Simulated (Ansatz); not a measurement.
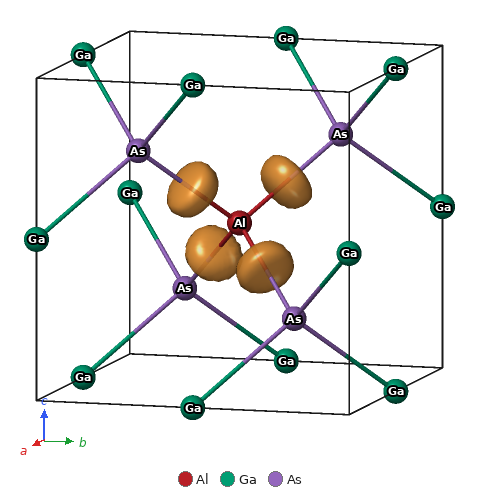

Figure 1: AlGa₃As₄. Isosurface of the electron localisation function at 0.85 (orange), seen slightly off an axis. Only the valence region is drawn (cores and ρ < 0.01 e/Å³ removed). Sticks mark near contacts.

Space group P-43m; a structure generated by program, which may or may not match a known phase; computed pressure about −2 GPa in this cell.

All numbers below come from Ansatz, DFT r2SCAN, scalar-relativistic, plane waves, PAW.

Question: Identify the bonds, lone pairs and shells in this picture.

Answer: The ELF exceeds this value in four regions between bonded Al–As atoms (shared pairs), counted in one cell of 8 atoms. Any copies at cell faces, edges or corners count once.

Values along the shortest contacts:
Al–As (2.48 Å): the ELF peaks at about 0.95 between the atoms: localised, covalent bonding. Ga–As (2.49 Å): the ELF peaks at about 0.80 between the atoms (a covalent bond).
